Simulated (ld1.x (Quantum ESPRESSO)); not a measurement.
**A TM potential for molybdenum, from input to tests**

Aim: build the potential from the settings below, then test how well it stands in for the atom: other configurations, scattering, ghost states and the plane-wave cutoff that it needs.

Method: ld1.x (Quantum ESPRESSO) 7.5, PBE, scalar-relativistic.

### 1 The atom and the settings

Typed settings, in words:

```json
{
 "element": "molybdenum (Mo, Z = 42)",
 "type": "norm-conserving Troullier–Martins (Kleinman–Bylander form)",
 "frozen core": "[Kr]",
 "valence charge": "6",
 "reference configuration": "4d5 5s0 5p0 (charge +1)",
 "partial waves": "5s (bound, empty): rc 2.10 bohr; 5p (bound, empty): rc 3.50 bohr; 4d (bound): rc 1.35 bohr",
 "local potential": "the d channel",
 "core correction": "Bessel-smoothed model core inside 1.00 bohr"
}
```

The nodes and maxima of the atom's own shells, from an earlier all-electron run, set the scale for the radii.

All-electron outer shells of the reference configuration (PBE, scalar-relativistic, ld1.x):

```
shell  level (eV)  outermost node (bohr)  outermost maximum (bohr)
   4s      -71.11                   0.51                      0.99
   4p      -45.29                   0.52                      1.08
   4d      -10.41                   0.53                      1.38
   5s       -9.83                   1.34                      2.79
   5p       -5.91                   1.53                      3.53
```

### 2 Generation

Mo.in

```
 &input
   title='Mo', zed=42., rel=1, dft='PBE', iswitch=3,
   config='[Kr] 4d5 5s0 5p0',
   nld=3, rlderiv=3.80, eminld=-3.0, emaxld=5.0, deld=0.02
 /
 &inputp
   pseudotype=2, tm=.true., lloc=2,
   nlcc=.true., new_core_ps=.true., rcore=1.00,
   file_pseudopw='Mo.UPF', file_wfcaegen='ae.wfc', file_wfcncgen='nc.wfc', file_beta='beta', file_chi='chi'
 /
3
5S  1  0   0.00   0.00  2.10  2.10  0.0
5P  2  1   0.00   0.00  3.50  3.50  0.0
4D  3  2   5.00   0.00  1.35  1.35  0.0
 &test
   configts(1)='4d5 5s0 5p0'
 /
```

Run with:

```bash
ld1.x < Mo.in > Mo.out
```

The output, Mo.out (without the banner and most projector matrices):

```text
     Program LD1 v.7.5
     --------------------------- All-electron run ----------------------------

     Mo
     scalar relativistic calculation

     atomic number is 42.00
     dft =PBE   lsd =0 sic =0 latt =0  beta=0.20 tr2=1.0E-14
     Exchange-correlation= PBE
                           (   1   4   3   4   0   0   0)
     mesh =1229 r(mesh) = 100.71859 a.u. xmin = -7.00 dx = 0.01250
     1 Ry =  13.60569312 eV, c = 137.03599908

     n l     nl                  e(Ry)          e(Ha)          e(eV)
     1 0     1S 1( 2.00)     -1457.4386      -728.7193    -19829.4622
     2 0     2S 1( 2.00)      -206.2591      -103.1296     -2806.2980
     2 1     2P 1( 6.00)      -184.4406       -92.2203     -2509.4421
     3 0     3S 1( 2.00)       -35.5165       -17.7583      -483.2266
     3 1     3P 1( 6.00)       -28.3659       -14.1829      -385.9374
     4 0     4S 1( 2.00)        -5.2268        -2.6134       -71.1139
     4 1     4P 1( 6.00)        -3.3287        -1.6643       -45.2888
     3 2     3D 1(10.00)       -16.7330        -8.3665      -227.6640
     4 2     4D 1( 5.00)        -0.7654        -0.3827       -10.4139
     5 0     5S 1( 0.00)        -0.7224        -0.3612        -9.8285
     5 1     5P 1( 0.00)        -0.4342        -0.2171        -5.9078

     final scf error:  7.6E-15 reached in  26 iterations

     Etot =   -8096.737397 Ry,   -4048.368698 Ha, -110161.724320 eV

     Ekin =    8348.452499 Ry,    4174.226250 Ha,  113586.482755 eV
     Encl =  -19493.232400 Ry,   -9746.616200 Ha, -265218.938004 eV
     Eh   =    3294.698294 Ry,    1647.349147 Ha,   44826.653923 eV
     Exc  =    -246.655791 Ry,    -123.327895 Ha,   -3355.922994 eV

     normalization and overlap integrals

     s(1S/1S) =  1.000000  <r> =   0.0352  <r2> =    0.0017  r(max) =   0.0229
     s(2S/2S) =  1.000000  <r> =   0.1537  <r2> =    0.0279  r(max) =   0.1303
     s(2P/2P) =  1.000000  <r> =   0.1339  <r2> =    0.0219  r(max) =   0.1041
     s(3S/3S) =  1.000000  <r> =   0.4289  <r2> =    0.2107  r(max) =   0.3819
     s(3P/3P) =  1.000000  <r> =   0.4306  <r2> =    0.2158  r(max) =   0.3771
     s(4S/4S) =  1.000000  <r> =   1.1086  <r2> =    1.3939  r(max) =   0.9874
     s(4P/4P) =  1.000000  <r> =   1.2388  <r2> =    1.7618  r(max) =   1.0777
     s(3D/3D) =  1.000000  <r> =   0.4153  <r2> =    0.2074  r(max) =   0.3246
     s(4D/4D) =  1.000000  <r> =   1.8922  <r2> =    4.3976  r(max) =   1.3838
     s(5S/5S) =  1.000000  <r> =   3.2673  <r2> =   12.1075  r(max) =   2.7866
     s(5P/5P) =  1.000000  <r> =   4.1847  <r2> =   19.9276  r(max) =   3.5336

     ------------------------ End of All-electron run ------------------------

     --------------------- Generating NC pseudopotential ---------------------

      Generating local pot.: lloc=2, matching radius rcloc =   1.3500

      Computing core charge for nlcc:

       r > 1.01 : true rho core
      Core charge pseudized with two Bessel functions
      Integrated core pseudo-charge :  11.28

      Wfc   5S  rcut= 2.090  Using Troullier-Martins method

      Wfc   5P  rcut= 3.534  Using Troullier-Martins method

     ------------------- End of pseudopotential generation -------------------

     [... the all-electron block is printed once more ...]


     Computing logarithmic derivative in   3.78520
     Computing logarithmic derivative in   3.78520
     Computing the partial wave expansion
     R is outside the sphere for l=    0 j= 0.00
     R is outside the sphere for l=    1 j= 0.00
       no projector for channel:   2

     ---------------------- Testing the pseudopotential ----------------------

     Mo
     scalar relativistic calculation

     atomic number is 42.00   valence charge is  6.00
     dft =PBE   lsd =0 sic =0 latt =0  beta=0.20 tr2=1.0E-14
     mesh =1229 r(mesh) = 100.71859 xmin = -7.00 dx = 0.01250

     n l     nl             e AE (Ry)        e PS (Ry)    De AE-PS (Ry)
     3 2     4D   1( 5.00)       -0.76541       -0.76539       -0.00002
     1 0     5S   1( 0.00)       -0.72238       -0.72238       -0.00000
     2 1     5P   1( 0.00)       -0.43422       -0.43422        0.00000

     eps = 5.1E-15  iter = 11

     Etot =   -8096.737397 Ry,   -4048.368698 Ha, -110161.724320 eV
     Etotps =   -32.230219 Ry,     -16.115110 Ha,    -438.514470 eV

     Ekin =      18.835681 Ry,       9.417840 Ha,     256.272491 eV
     Encl =     -40.655637 Ry,     -20.327819 Ha,    -553.148122 eV
     Ehrt =      12.046956 Ry,       6.023478 Ha,     163.907187 eV
     Ecxc =     -22.457219 Ry,     -11.228609 Ha,    -305.546026 eV
     (Ecc =     -16.780892 Ry,      -8.390446 Ha,    -228.315665 eV)

     ---------------------- End of pseudopotential test ----------------------
```

Run time: 1.4 s. Hardware: 1 thread of Neoverse-V1, shared host. (Generation and the later configuration tests together.)

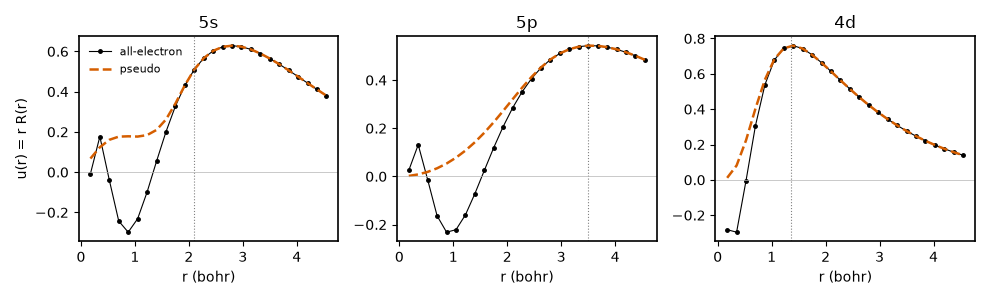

All-electron and pseudo partial waves (5s, 5p, 4d), with the matching radii dotted. The curves join 26 sampled radii, too few to resolve the innermost nodes.

### 3 Testing the new file in other configurations

Mo.test.in

```
 &input
   title='Mo', zed=42., rel=1, dft='PBE', iswitch=2,
   config='[Kr] 4d5 5s0 5p0'
 /
 &test
   file_pseudo='Mo.UPF', nconf=8,
   configts(1)='4d5 5s0 5p0',
   configts(2)='4d5 5s1 5p0',
   configts(3)='4d4 5s0 5p0',
   configts(4)='4d3 5s0 5p0',
   configts(5)='4d6 5s0 5p0',
   configts(6)='4d2 5s0 5p0',
   configts(7)='4d4 5s1 5p0',
   configts(8)='4d5 5s0.5 5p0'
 /
```

Run with:

```bash
ld1.x < Mo.test.in > Mo.test.out
```

Mo.test.out, the pseudopotential blocks, each with the warnings that came before it:

```text
     ---------------------- Testing the pseudopotential ----------------------

     Mo
     scalar relativistic calculation

     atomic number is 42.00   valence charge is  6.00
     dft =PBE   lsd =0 sic =0 latt =0  beta=0.20 tr2=1.0E-14
     mesh =1229 r(mesh) = 100.71859 xmin = -7.00 dx = 0.01250

     n l     nl             e AE (Ry)        e PS (Ry)    De AE-PS (Ry)
     3 2     4D   1( 5.00)       -0.76541       -0.76539       -0.00002
     1 0     5S   1( 0.00)       -0.72238       -0.72238       -0.00000
     2 1     5P   1( 0.00)       -0.43422       -0.43422        0.00000

     eps = 2.9E-15  iter = 13

     Etot =   -8096.737397 Ry,   -4048.368698 Ha, -110161.724320 eV
     Etotps =   -32.230219 Ry,     -16.115110 Ha,    -438.514471 eV

     Ekin =      18.835682 Ry,       9.417841 Ha,     256.272505 eV
     Encl =     -40.655638 Ry,     -20.327819 Ha,    -553.148140 eV
     Ehrt =      12.046956 Ry,       6.023478 Ha,     163.907193 eV
     Ecxc =     -22.457219 Ry,     -11.228609 Ha,    -305.546029 eV
     (Ecc =     -16.780892 Ry,      -8.390446 Ha,    -228.315665 eV)

     ---------------------- End of pseudopotential test ----------------------

     ---------------------- Testing the pseudopotential ----------------------

     Mo
     [...]
     n l     nl             e AE (Ry)        e PS (Ry)    De AE-PS (Ry)
     3 2     4D   1( 5.00)       -0.27582       -0.27684        0.00101
     1 0     5S   1( 1.00)       -0.30034       -0.29947       -0.00087
     2 1     5P   1( 0.00)       -0.07669       -0.07603       -0.00066

     eps = 2.0E-16  iter = 10

     Etot =   -8097.243804 Ry,   -4048.621902 Ha, -110168.614337 eV
     Etotps =   -32.736232 Ry,     -16.368116 Ha,    -445.399125 eV
     dEtot_ae =      -0.506407 Ry
     dEtot_ps =      -0.506013 Ry,   Delta E=      -0.000394 Ry

     [...]
     ---------------------- End of pseudopotential test ----------------------

     Warning: n=2, l=1 expected 0 nodes, found 1
     ---------------------- Testing the pseudopotential ----------------------

     Mo
     [...]
     n l     nl             e AE (Ry)        e PS (Ry)    De AE-PS (Ry)
     3 2     4D   1( 4.00)       -1.53074       -1.54540        0.01466  !
     1 0     5S   1( 0.00)       -1.30116       -1.30410        0.00294
     2 1     5P   1( 0.00)       -0.93263       -1.10004        0.16741  !

     eps = 2.3E-16  iter =  7

     Etot =   -8095.600994 Ry,   -4047.800497 Ha, -110146.262764 eV
     Etotps =   -31.088035 Ry,     -15.544018 Ha,    -422.974267 eV
     dEtot_ae =       1.136403 Ry
     dEtot_ps =       1.142184 Ry,   Delta E=      -0.005781 Ry

     [...]
     ---------------------- End of pseudopotential test ----------------------

     ---------------------- Testing the pseudopotential ----------------------

     Mo
     [...]
     n l     nl             e AE (Ry)        e PS (Ry)    De AE-PS (Ry)
     3 2     4D   1( 3.00)       -2.41857       -2.46808        0.04951  !
     1 0     5S   1( 0.00)       -1.96231       -1.97921        0.01690  !
     2 1     5P   1( 0.00)       -1.51918       -1.51918        0.00000

     eps = 8.3E-15  iter =  8

     Etot =   -8093.635334 Ry,   -4046.817667 Ha, -110119.518600 eV
     Etotps =   -29.092005 Ry,     -14.546002 Ha,    -395.816890 eV
     dEtot_ae =       3.102063 Ry
     dEtot_ps =       3.138214 Ry,   Delta E=      -0.036151 Ry

     [...]
     ---------------------- End of pseudopotential test ----------------------

     ---------------------- Testing the pseudopotential ----------------------

     Mo
     [...]
     n l     nl             e AE (Ry)        e PS (Ry)    De AE-PS (Ry)
     3 2     4D   1( 6.00)       -0.16965       -0.16884       -0.00081
     1 0     5S   1( 0.00)       -0.25380       -0.25539        0.00159
     2 1     5P   1( 0.00)       -0.05553       -0.05697        0.00144

     eps = 5.5E-15  iter = 11

     Etot =   -8097.187759 Ry,   -4048.593879 Ha, -110167.851807 eV
     Etotps =   -32.679431 Ry,     -16.339716 Ha,    -444.626316 eV
     dEtot_ae =      -0.450362 Ry
     dEtot_ps =      -0.449212 Ry,   Delta E=      -0.001150 Ry

     [...]
     ---------------------- End of pseudopotential test ----------------------

     ---------------------- Testing the pseudopotential ----------------------

     Mo
     [...]
     n l     nl             e AE (Ry)        e PS (Ry)    De AE-PS (Ry)
     3 2     4D   1( 2.00)       -3.40343       -3.50894        0.10552  !
     1 0     5S   1( 0.00)       -2.69065       -2.74055        0.04990  !
     2 1     5P   1( 0.00)       -2.17762       -2.17762        0.00000

     eps = 1.3E-18  iter =  7

     Etot =   -8090.731820 Ry,   -4045.365910 Ha, -110080.014279 eV
     Etotps =   -26.112537 Ry,     -13.056269 Ha,    -355.279172 eV
     dEtot_ae =       6.005577 Ry
     dEtot_ps =       6.117682 Ry,   Delta E=      -0.112104 Ry

     [...]
     ---------------------- End of pseudopotential test ----------------------

     ---------------------- Testing the pseudopotential ----------------------

     Mo
     [...]
     n l     nl             e AE (Ry)        e PS (Ry)    De AE-PS (Ry)
     3 2     4D   1( 4.00)       -0.93829       -0.94859        0.01030  !
     1 0     5S   1( 1.00)       -0.80656       -0.80559       -0.00097
     2 1     5P   1( 0.00)       -0.49297       -0.48854       -0.00442

     eps = 8.0E-15  iter =  7

     Etot =   -8096.651146 Ry,   -4048.325573 Ha, -110160.550817 eV
     Etotps =   -32.139013 Ry,     -16.069507 Ha,    -437.273553 eV
     dEtot_ae =       0.086251 Ry
     dEtot_ps =       0.091206 Ry,   Delta E=      -0.004955 Ry

     [...]
     ---------------------- End of pseudopotential test ----------------------

     ---------------------- Testing the pseudopotential ----------------------

     Mo
     [...]
     n l     nl             e AE (Ry)        e PS (Ry)    De AE-PS (Ry)
     3 2     4D   1( 5.00)       -0.51001       -0.51041        0.00040
     1 0     5S   1( 0.50)       -0.50411       -0.50358       -0.00053
     2 1     5P   1( 0.00)       -0.24675       -0.24626       -0.00049

     eps = 6.5E-15  iter = 13

     Etot =   -8097.043394 Ry,   -4048.521697 Ha, -110165.887629 eV
     Etotps =   -32.536133 Ry,     -16.268067 Ha,    -442.676647 eV
     dEtot_ae =      -0.305998 Ry
     dEtot_ps =      -0.305914 Ry,   Delta E=      -0.000083 Ry

     [...]
     ---------------------- End of pseudopotential test ----------------------
```

The tests as a table, with energies relative to 4d5 5s0 5p0. A star marks tests that logged a warning.

```tsv
valence configuration	charge	ΔE all-electron (eV)	error AE − PS (meV)
4d5 5s1 5p0	0	-6.890	-5.4
4d4 5s0 5p0 *	+2	15.462	-79
4d3 5s0 5p0	+3	42.206	-492
4d6 5s0 5p0	0	-6.127	-16
4d2 5s0 5p0	+4	81.710	-1525
4d4 5s1 5p0	+1	1.174	-67
4d5 5s0.5 5p0	+0.5	-4.163	-1.1
```

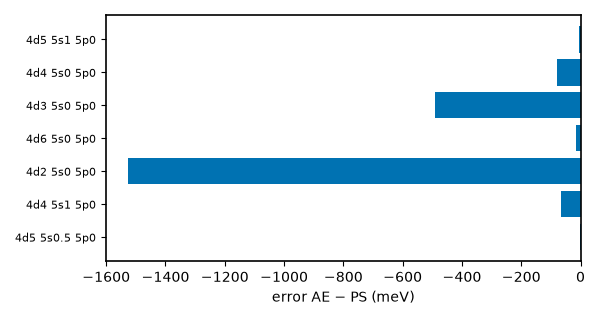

Error of the potential in each test configuration.

### 4 Does it scatter like the atom?

Taken from the files of the generation run. The phase is arctan(r·u′/u) with u = r·R, unwrapped, with energies in Ry. A pole is an energy at which the radial function vanishes at the test radius. The pseudo phase is shifted by a multiple of π to meet the all-electron one at the reference energy. Levels narrower than the energy grid can be missing from the poles. The last column is the largest difference on the grid between −1 and +1 Ry.

```tsv
channel	radius (bohr)	reference (Ry)	poles AE	poles PS	window around the reference with phases within 0.05 rad (Ry)	largest difference near zero (rad)
s	3.79	-0.72	-0.14, 3.76	-0.14, 2.52	below 0.8	0.056
p	3.79	-0.43	0.54, 4.60	-2.31, 0.52, 3.75	-2.3 to 1.4	0.012
d	3.79	-0.77	-0.68, 1.90	-0.68, 1.89	below 3.6	0.004
```

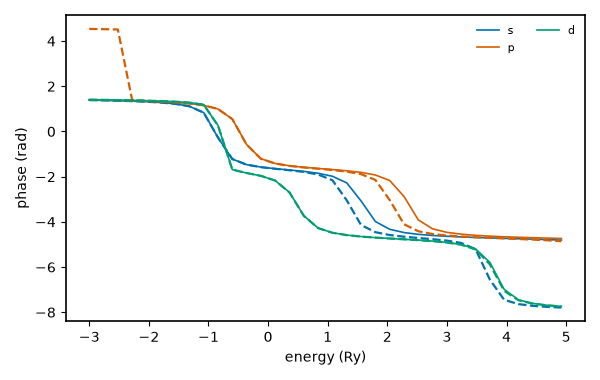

Phases by channel: all-electron solid, pseudo dashed.

### 5 Plane-wave convergence, by spherical Bessel functions

A separate test, outside the generator: the pseudo-atom's Hamiltonian at the reference potential is diagonalised in spherical Bessel functions j_l(qr) that vanish at 20 bohr, with q² up to the cutoff.

All-electron valence levels (Ry): 5s -0.7224, 5p -0.4342, 4d -0.7654. The lowest levels of each channel (Ry) by cutoff; the last column sums, over occupied levels, occupation times the distance from the level at 400 Ry. A positive value at high cutoff is not a bound level.

| cutoff (Ry) | s #1 | s #2 | p #1 | p #2 | d #1 | f #1 | Σ f·Δε (mRy) |
| --- | --- | --- | --- | --- | --- | --- | --- |
| 8 | -1.9231 | -0.6101 | -0.4343 | -0.1355 | -0.4071 | -0.0569 | 1791.2 |
| 12 | -3.7901 | -0.7049 | -0.7597 | -0.4341 | -0.5278 | -0.0569 | 1188.0 |
| 18 | -4.9000 | -0.7206 | -1.6801 | -0.4342 | -0.6580 | -0.0569 | 536.8 |
| 25 | -5.1380 | -0.7209 | -2.1004 | -0.4342 | -0.7197 | -0.0569 | 228.7 |
| 40 | -5.2153 | -0.7218 | -2.2859 | -0.4342 | -0.7617 | -0.0569 | 18.5 |
| 45 | -5.2198 | -0.7219 | -2.2980 | -0.4342 | -0.7635 | -0.0569 | 9.6 |
| 50 | -5.2236 | -0.7221 | -2.3012 | -0.4342 | -0.7647 | -0.0569 | 3.4 |
| 60 | -5.2245 | -0.7222 | -2.3032 | -0.4342 | -0.7652 | -0.0569 | 0.8 |
| 80 | -5.2256 | -0.7223 | -2.3034 | -0.4342 | -0.7654 | -0.0569 | 0.1 |
| 400 | -5.2264 | -0.7224 | -2.3036 | -0.4342 | -0.7654 | -0.0569 | 0.0 |

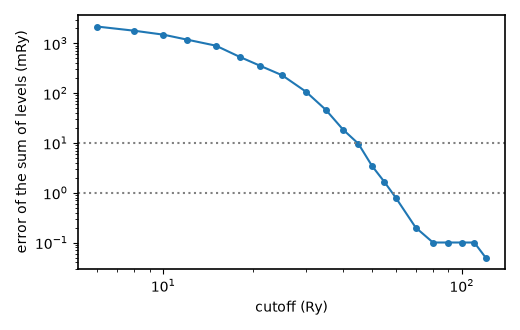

Occupation-weighted error of the valence levels against the cutoff; the dotted lines mark 10 and 1 mRy.

The sum stays within 10 mRy from 45 Ry and within 1 mRy from 60 Ry. The sum leaves out empty levels, which can need more. Ghost test: ghost states, bound below the all-electron valence or empty levels of the same l: s at -71.1 eV, p at -31.3 eV.

### 6 Results

| quantity | value |
| --- | --- |
| cutoffs for 10 and 1 mRy, occupied levels | 45 Ry and 60 Ry |
| bound ghosts | s at -71.11 eV, p at -31.34 eV |
| largest test error (AE − PS) | -1525 meV, for 4d2 5s0 5p0 |
| largest phase difference near zero energy, channels read | 0.056 rad |

In words: A bound ghost (s, p) makes it unfit for use: electrons can fall into a state that the atom doesn't have. Close by lies the frozen 4s level (-71.1 eV). The worst unpolarised test, 4d2 5s0 5p0, is off by 1525 meV on 81.7 eV; by total energies transferability rates as poor. That test lies far up in energy; among those under 40 eV, nearer to bonding, the largest error is 79 meV. By its cutoff, 45 Ry for the looser tolerance, it is of middling hardness. Near zero energy the largest phase difference among the channels read is 0.06 rad, in the s channel. The pseudo curves have a pole with no partner nearby in the atom's: p at -2.31 Ry. All of this concerns the isolated atom, not yet a solid.
